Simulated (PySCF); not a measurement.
HF (charge −1, doublet)

```yaml
atoms:
  - { symbol: H, position_ang: [0.0000, 0.0000, -0.9002] }
  - { symbol: F, position_ang: [0.0000, 0.0000, 0.0478] }
```

Method: PySCF 2.14.0, PBE0/aug-cc-pVDZ-DK/X2C, spin-free X2C-1e, Gaussian nucleus, at a bond length of 0.948 Å.

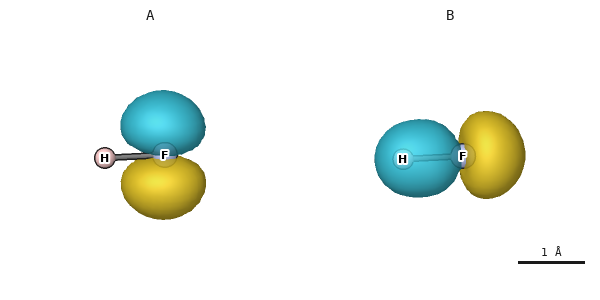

Figure 1. Two frontier β-spin orbitals, each drawn at the value that holds 80 % of its norm (yellow and cyan are the two phases), in no order; of a degenerate pair one member is drawn.

Name the orbitals and rank them from lowest to highest energy.

Orbital B: σ, occupied in this spin, −9.90 eV; mainly on F (80 %).
Orbital A: π, occupied in this spin, −6.34 eV; mainly on F (95 %).

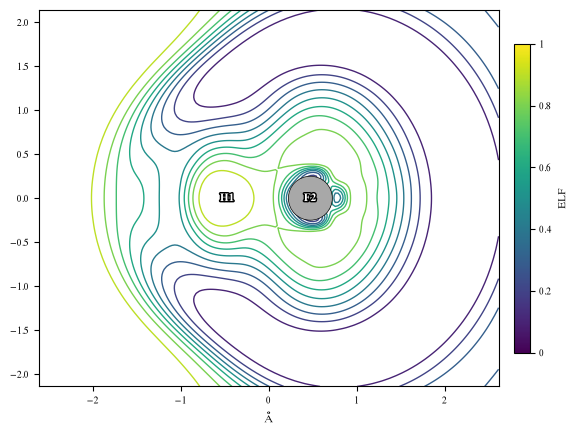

Figure 2. Electron localisation function on a plane that holds the molecular axis. Grey discs cover the atomic cores.

Read the bonding off the picture.

Atoms in the plane: H and F. F–H (0.95 Å): the ELF climbs to about 1 towards the hydrogen, as it does in any bond to H (an ordinary covalent bond to hydrogen). The ELF also peaks beside F2, away from the bonds: non-bonding electrons, paired or unpaired.
